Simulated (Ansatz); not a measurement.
# Geometry relaxation of CH4AlFO (part 2 of 2)

The same run, continued: CH4AlFO, SMILES [OH][AlH][CH2]F; RKS BLYP-D4/def2-SVP (Ansatz 0.2.0). It belongs to a series of runs on one base structure; here: end point A relaxed.

Geometry of the input (Å):
```
O  -1.6268  0.9738  -0.9332
Al -0.4085  0.6733  0.3322
C  0.6224  -1.0057  0.2404
F  1.4267  -1.0454  -0.9409
H  -1.1831  1.4941  -1.6749
H  -0.1441  1.7459  1.5026
H  -0.0025  -1.8758  0.3222
H  1.4080  -1.0173  1.0959
```

### Trajectory as extended XYZ, continued
```
8
Properties=species:S:1:pos:R:3:forces:R:3 step=8 energy=-12456.10403
O    -1.3126    0.8759   -1.1343   -0.1557   0.1947  -0.0497
Al   -0.2677    0.7020    0.2205    0.0364   0.0165   0.0402
C     0.6576   -1.0574    0.3216    0.0266  -0.0481   0.0282
F     1.5951   -0.9898   -0.7600   -0.0259  -0.0004   0.0403
H    -1.7882    1.6944   -1.3743    0.1382  -0.1994   0.0547
H    -0.0218    1.9020    1.2440   -0.0122  -0.0031  -0.0318
H     0.0012   -1.9443    0.1634    0.0287   0.0219  -0.0220
H     1.2285   -1.2400    1.2633   -0.0362   0.0179  -0.0598
8
Properties=species:S:1:pos:R:3:forces:R:3 step=9 energy=-12456.10634
O    -1.3437    0.8606   -1.1092   -0.0379   0.1183  -0.0176
Al   -0.2612    0.7071    0.2206   -0.0179  -0.0116   0.0018
C     0.6576   -1.0558    0.3198    0.0516  -0.0817   0.0359
F     1.6200   -0.9802   -0.7410   -0.0515   0.0163   0.0574
H    -1.7842    1.6878   -1.3761    0.0567  -0.1154   0.0421
H    -0.0033    1.9170    1.2267    0.0096   0.0102  -0.0273
H    -0.0010   -1.9362    0.1328    0.0373   0.0388  -0.0143
H     1.2078   -1.2574    1.2706   -0.0479   0.0251  -0.0779
8
Properties=species:S:1:pos:R:3:forces:R:3 step=10 energy=-12456.10941
O    -1.3852    0.8376   -1.0731   -0.0052   0.0789   0.0289
Al   -0.2626    0.7052    0.2285    0.0154   0.0421  -0.1165
C     0.6501   -1.0616    0.3191    0.0560  -0.1615   0.0352
F     1.6778   -0.9361   -0.6815   -0.1587   0.0300   0.1571
H    -1.8045    1.6706   -1.3534    0.0235  -0.0811   0.0332
H     0.0666    1.9608    1.1593    0.0021  -0.0530  -0.0173
H     0.0058   -1.9362    0.0506    0.1216   0.1396   0.0323
H     1.1441   -1.2974    1.2946   -0.0546   0.0050  -0.1528
8
Properties=species:S:1:pos:R:3:forces:R:3 step=11 energy=-12456.11361
O    -1.4151    0.8310   -1.0562    0.0674   0.0027   0.0645
Al   -0.2489    0.7090    0.2092   -0.0328   0.0212  -0.0602
C     0.6455   -1.0657    0.3225    0.0350  -0.1598   0.0023
F     1.7166   -0.9095   -0.6316   -0.1647   0.0145   0.1504
H    -1.8348    1.6633   -1.3319   -0.0102  -0.0073   0.0036
H     0.1142    1.9724    1.1184    0.0127  -0.0599  -0.0467
H     0.0147   -1.9346    0.0018    0.1575   0.1770   0.0608
H     1.1000   -1.3231    1.3122   -0.0649   0.0116  -0.1747
8
Properties=species:S:1:pos:R:3:forces:R:3 step=12 energy=-12456.11901
O    -1.4595    0.8163   -1.0292    0.1231  -0.0698   0.1505
Al   -0.2518    0.7061    0.2010    0.0260   0.0336  -0.1041
C     0.6297   -1.0717    0.3320    0.0245  -0.2500  -0.0409
F     1.7613   -0.8354   -0.5443   -0.2474  -0.0111   0.1929
H    -1.8741    1.6491   -1.3055   -0.0419   0.0683  -0.0289
H     0.2174    1.9882    1.0355   -0.0357  -0.0864  -0.0563
H     0.0414   -1.9366   -0.0803    0.2234   0.2723   0.1227
H     1.0277   -1.3731    1.3351   -0.0719   0.0431  -0.2359
8
Properties=species:S:1:pos:R:3:forces:R:3 step=13 energy=-12456.12558
O    -1.4699    0.8269   -1.0052    0.1180  -0.0956   0.1415
Al   -0.2404    0.7059    0.2009   -0.1030   0.0089  -0.1762
C     0.6159   -1.0802    0.3345   -0.1373  -0.0233   0.1938
F     1.7549   -0.7792   -0.4956    0.0531   0.0035  -0.0475
H    -1.9148    1.6265   -1.3280    0.0305   0.0580   0.0282
H     0.2897    1.9716    1.0110   -0.0207  -0.0228  -0.0247
H     0.0642   -1.9399   -0.1127    0.0940   0.0832   0.0265
H     0.9925   -1.3886    1.3395   -0.0345  -0.0120  -0.1417
8
Properties=species:S:1:pos:R:3:forces:R:3 step=14 energy=-12456.13039
O    -1.4908    0.8196   -0.9822    0.0025  -0.0450  -0.0135
Al   -0.2363    0.7057    0.1895   -0.0244   0.0019  -0.0192
C     0.6103   -1.0799    0.3431   -0.0535  -0.1310   0.0779
F     1.7664   -0.7635   -0.4649    0.0402   0.0459  -0.0297
H    -1.9094    1.6309   -1.3139    0.0297   0.0096   0.0359
H     0.2977    1.9858    0.9694    0.0167  -0.0175  -0.0093
H     0.0797   -1.9348   -0.1372    0.0317   0.0935   0.0405
H     0.9745   -1.4208    1.3405   -0.0429   0.0427  -0.0826
8
Properties=species:S:1:pos:R:3:forces:R:3 step=15 energy=-12456.13271
O    -1.5095    0.8047   -0.9660   -0.0961   0.0067  -0.0875
Al   -0.2426    0.6989    0.1870    0.1270   0.0211   0.0503
C     0.6014   -1.0812    0.3508   -0.0354  -0.1057  -0.0038
F     1.7734   -0.7189   -0.4265   -0.0461   0.0057   0.0336
H    -1.9087    1.6255   -1.2997    0.0151  -0.0104   0.0248
H     0.3409    1.9823    0.9237   -0.0144  -0.0084   0.0006
H     0.0920   -1.9239   -0.1700    0.0504   0.0605   0.0368
H     0.9453   -1.4443    1.3450   -0.0006   0.0304  -0.0548
8
Properties=species:S:1:pos:R:3:forces:R:3 step=16 energy=-12456.13387
O    -1.5129    0.8017   -0.9666   -0.0580  -0.0022  -0.0676
Al   -0.2351    0.6980    0.1765    0.0785   0.0009   0.0810
C     0.5957   -1.0855    0.3533   -0.0364  -0.0419  -0.0097
F     1.7692   -0.7054   -0.4174   -0.0205   0.0042   0.0067
H    -1.9089    1.6276   -1.2901   -0.0004   0.0116   0.0025
H     0.3467    1.9809    0.9164   -0.0063  -0.0172  -0.0173
H     0.0976   -1.9288   -0.1748    0.0402   0.0380   0.0300
H     0.9400   -1.4456    1.3469    0.0029   0.0067  -0.0257
8
Properties=species:S:1:pos:R:3:forces:R:3 step=17 energy=-12456.13523
O    -1.5135    0.8026   -0.9746   -0.0056  -0.0181  -0.0040
Al   -0.2380    0.6905    0.1756    0.0280   0.0011   0.0160
C     0.5847   -1.0931    0.3618   -0.0131  -0.0020   0.0011
F     1.7469   -0.6764   -0.4135    0.0077   0.0307  -0.0288
H    -1.9000    1.6385   -1.2839   -0.0014   0.0171  -0.0131
H     0.3540    1.9744    0.9034   -0.0050  -0.0198  -0.0018
H     0.1104   -1.9433   -0.1720   -0.0107  -0.0011   0.0050
H     0.9476   -1.4503    1.3476    0.0001  -0.0079   0.0256
8
Properties=species:S:1:pos:R:3:forces:R:3 step=18 energy=-12456.13885
O    -1.5127    0.8022   -0.9877    0.0807   0.0030   0.0852
Al   -0.2419    0.6756    0.1758   -0.0380  -0.0065  -0.0966
C     0.5635   -1.1078    0.3814   -0.0176   0.0333   0.0616
F     1.6865   -0.6072   -0.4246   -0.0190   0.0309  -0.0355
H    -1.8698    1.6550   -1.2899    0.0149  -0.0232  -0.0126
H     0.3666    1.9525    0.8961   -0.0092  -0.0044   0.0210
H     0.1244   -1.9706   -0.1563   -0.0282  -0.0364  -0.0422
H     0.9755   -1.4568    1.3496    0.0164   0.0034   0.0192
8
Properties=species:S:1:pos:R:3:forces:R:3 step=19 energy=-12456.14762
O    -1.5031    0.7988   -0.9973    0.1125   0.0323   0.1154
Al   -0.2427    0.6655    0.1809   -0.0250  -0.0094  -0.1582
C     0.5424   -1.1190    0.4016   -0.0185  -0.0316   0.1365
F     1.6138   -0.5455   -0.4515   -0.0566   0.0418  -0.0268
H    -1.8309    1.6602   -1.3103    0.0205  -0.0558  -0.0043
H     0.3704    1.9328    0.9107   -0.0218   0.0061   0.0305
H     0.1255   -1.9924   -0.1365   -0.0082  -0.0130  -0.0353
H     1.0165   -1.4574    1.3467   -0.0029   0.0297  -0.0577
8
Properties=species:S:1:pos:R:3:forces:R:3 step=20 energy=-12456.16395
O    -1.4883    0.7939   -1.0063    0.1337   0.0321   0.1385
Al   -0.2377    0.6563    0.1843    0.0140   0.0129  -0.2141
C     0.5176   -1.1315    0.4265    0.0166  -0.1029   0.2056
F     1.5268   -0.4770   -0.4824   -0.1188   0.0270   0.0116
H    -1.7863    1.6602   -1.3352    0.0101  -0.0570  -0.0022
H     0.3721    1.9121    0.9334   -0.0383   0.0169   0.0397
H     0.1232   -2.0134   -0.1137    0.0133   0.0068  -0.0466
H     1.0648   -1.4578    1.3376   -0.0305   0.0643  -0.1325
8
Properties=species:S:1:pos:R:3:forces:R:3 step=21 energy=-12456.18143
O    -1.4724    0.7889   -1.0100    0.1292   0.0049   0.1303
Al   -0.2239    0.6541    0.1817    0.0249   0.0307  -0.1952
C     0.4956   -1.1413    0.4485    0.0367  -0.1404   0.1779
F     1.4585   -0.4324   -0.5032   -0.1009   0.0483   0.0044
H    -1.7559    1.6532   -1.3533   -0.0127  -0.0160  -0.0160
H     0.3696    1.9014    0.9572   -0.0399   0.0176   0.0323
H     0.1194   -2.0248   -0.1007    0.0046   0.0071  -0.0255
H     1.1013   -1.4562    1.3241   -0.0420   0.0478  -0.1083
8
Properties=species:S:1:pos:R:3:forces:R:3 step=22 energy=-12456.17488 accepted=F
O    -1.4190    0.7777   -1.0236    0.0313   0.0200   0.0476
Al   -0.1619    0.6522    0.1551   -0.3961   0.3473   0.0572
C     0.4394   -1.1763    0.5070    0.1838  -0.1053   0.2888
F     1.3067   -0.3195   -0.5495    0.3573  -0.3331  -0.0773
H    -1.7055    1.6382   -1.3707   -0.0421   0.0038  -0.0170
H     0.3502    1.8924    1.0027   -0.0108  -0.0305   0.0115
H     0.1105   -2.0569   -0.0731    0.0080   0.0083  -0.0578
H     1.1717   -1.4649    1.2965   -0.1313   0.0895  -0.2530
8
Properties=species:S:1:pos:R:3:forces:R:3 step=23 energy=-12456.19146
O    -1.4427    0.8110   -1.0246    0.0606  -0.0414   0.0305
Al   -0.1928    0.6584    0.1577    0.1014  -0.1813   0.0093
C     0.4719   -1.1778    0.5046   -0.0714   0.3596  -0.2362
F     1.3730   -0.3938   -0.5294   -0.0981   0.0597   0.0413
H    -1.7438    1.6643   -1.3812    0.0361  -0.0642   0.0428
H     0.3346    1.9014    0.9890    0.0163  -0.0230   0.0073
H     0.1168   -2.0483   -0.0749   -0.0148  -0.0778   0.0499
H     1.1751   -1.4723    1.3031   -0.0301  -0.0315   0.0552
8
Properties=species:S:1:pos:R:3:forces:R:3 step=24 energy=-12456.19846
O    -1.4244    0.7843   -1.0171   -0.0181   0.0559  -0.0367
Al   -0.1720    0.6673    0.1605   -0.0528  -0.0405   0.0624
C     0.4639   -1.1606    0.4872   -0.1079   0.0050   0.0248
F     1.3650   -0.3772   -0.5348    0.1005   0.0004  -0.0468
H    -1.7432    1.6287   -1.3771    0.0082  -0.0313   0.0087
H     0.3517    1.9009    1.0072    0.0100  -0.0010  -0.0181
H     0.1025   -2.0381   -0.0814    0.0118   0.0206   0.0097
H     1.1486   -1.4623    1.2998    0.0482  -0.0091  -0.0039
8
Properties=species:S:1:pos:R:3:forces:R:3 step=25 energy=-12456.19831 accepted=F
O    -1.4256    0.7839   -1.0213   -0.0074   0.0137   0.0161
Al   -0.1841    0.6610    0.1689    0.0343   0.0436  -0.0579
C     0.4590   -1.1591    0.4892    0.1246  -0.0201  -0.0129
F     1.3740   -0.3721   -0.5362   -0.1110  -0.0659   0.0894
H    -1.7393    1.6325   -1.3744   -0.0047  -0.0049  -0.0049
H     0.3545    1.8981    0.9998   -0.0157   0.0041   0.0135
H     0.1018   -2.0380   -0.0783    0.0017   0.0114  -0.0269
H     1.1518   -1.4634    1.2965   -0.0217   0.0181  -0.0164
8
Properties=species:S:1:pos:R:3:forces:R:3 step=26 energy=-12456.19940
O    -1.4270    0.7874   -1.0189   -0.0006   0.0160  -0.0068
Al   -0.1786    0.6638    0.1633   -0.0229  -0.0054   0.0143
C     0.4631   -1.1601    0.4888   -0.0184  -0.0117  -0.0007
F     1.3695   -0.3797   -0.5323    0.0310   0.0098  -0.0209
H    -1.7434    1.6332   -1.3767    0.0038  -0.0117   0.0026
H     0.3521    1.8991    1.0022    0.0035   0.0032  -0.0029
H     0.1049   -2.0377   -0.0807   -0.0063   0.0025   0.0058
H     1.1514   -1.4631    1.2985    0.0099  -0.0027   0.0086
8
Properties=species:S:1:pos:R:3:forces:R:3 step=27 energy=-12456.19948
O    -1.4278    0.7879   -1.0190    0.0036   0.0008   0.0025
Al   -0.1810    0.6630    0.1649    0.0003  -0.0032  -0.0005
C     0.4643   -1.1601    0.4879   -0.0024   0.0056  -0.0012
F     1.3729   -0.3799   -0.5330   -0.0082  -0.0076   0.0072
H    -1.7431    1.6338   -1.3767    0.0000  -0.0013  -0.0012
H     0.3518    1.8993    1.0011   -0.0001   0.0012   0.0002
H     0.1035   -2.0374   -0.0800    0.0026   0.0019  -0.0044
H     1.1514   -1.4637    1.2990    0.0042   0.0024  -0.0025
```

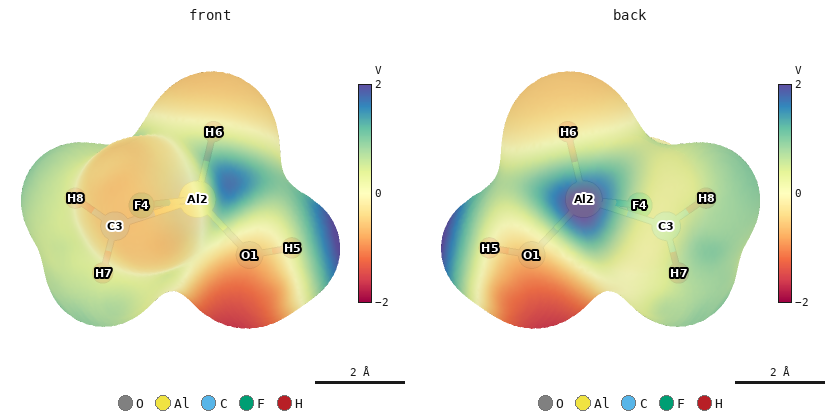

*The molecular electrostatic potential painted on the density surface at 0.002 e/bohr³, seen face on and from behind; red is negative and blue positive.*

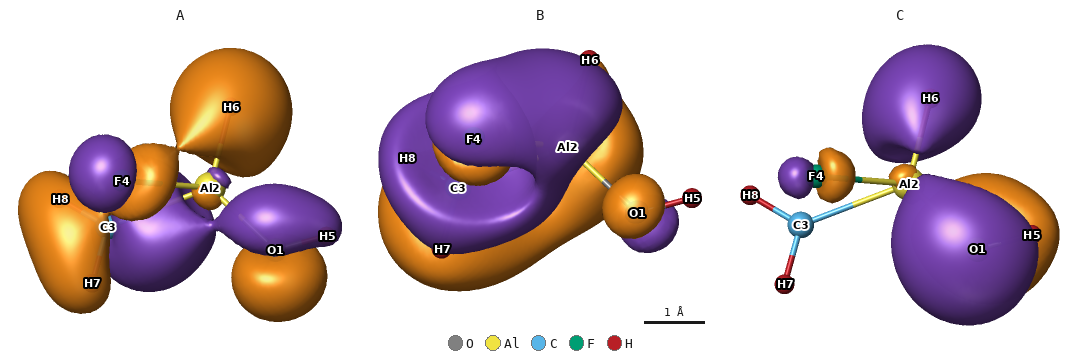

*Three frontier orbitals at ±0.08 Å⁻³ᐟ² (orange and purple are the two phases).*

C is the HOMO−1 (−6.73 eV). A is the HOMO (−6.42 eV). It lies mainly on C3 (35 %), O1 (20 %), Al2 (15 %), H6 (15 %) and F4 (10 %). B is the LUMO (−0.94 eV). Its weight (Hirshfeld) is mainly on C3 (40 %), Al2 (25 %) and F4 (25 %). The HOMO–LUMO gap is 5.48 eV between the orbital energies.

### Key numbers

| quantity | value |
| --- | --- |
| outcome | converged |
| total energy | −12456.1998 eV |
| mean-field energy | −12455.9459 eV |
| largest force (length of the vector) at the end | 0.013 eV/Å |
| wall time | 71 s |
| peak memory | 0.14 GiB |
